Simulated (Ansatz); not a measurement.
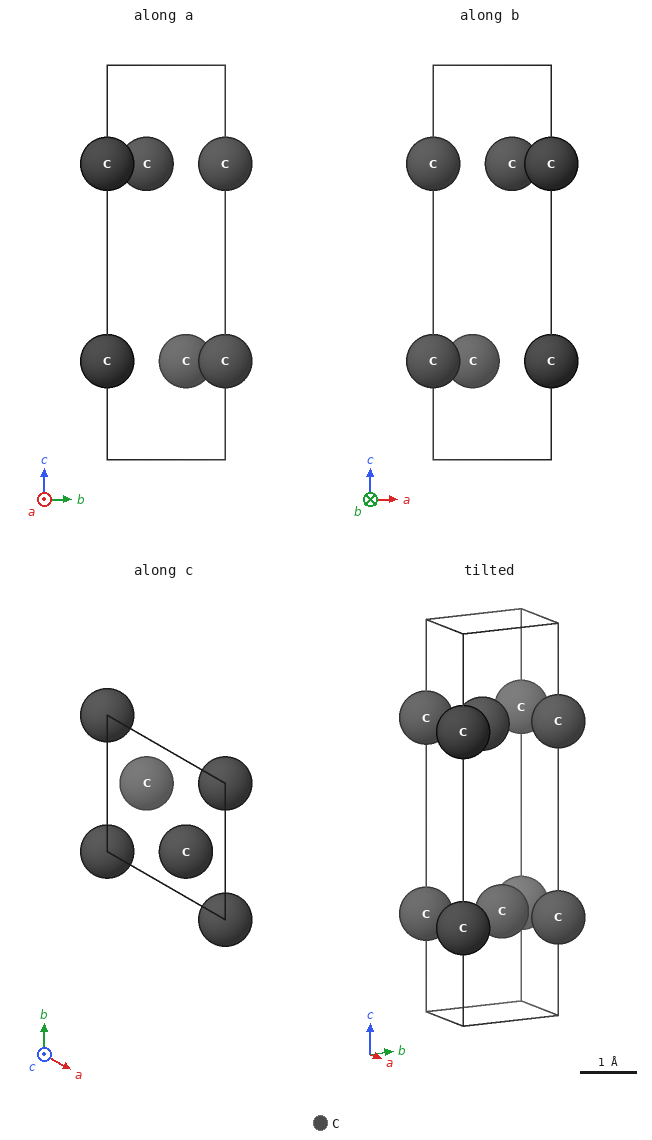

The crystal in a spheres-only representation, seen along the a axis, along the b axis, along the c axis and slightly off an axis. The outline marks the conventional unit cell.

Lattice parameters: a = 2.456 Å, b = 2.456 Å, c = 7.107 Å, α = 90.00°, β = 90.00°, γ = 120.00°. Put a along x and b in the xy plane.

Q: Write the structure as a POSCAR file.

A:
```
C
1.0
     2.456    0.000    0.000
    -1.228    2.127    0.000
     0.000    0.000    7.107
C
4
Direct
  0.0000 0.0000 0.2500
  0.0000 0.0000 0.7500
  0.3333 0.6667 0.2500
  0.6667 0.3333 0.7500
```

Source of the structure: a structure type known for this element. It was relaxed at fixed volume with DFT r2SCAN, scalar-relativistic, plane waves, PAW (Ansatz).
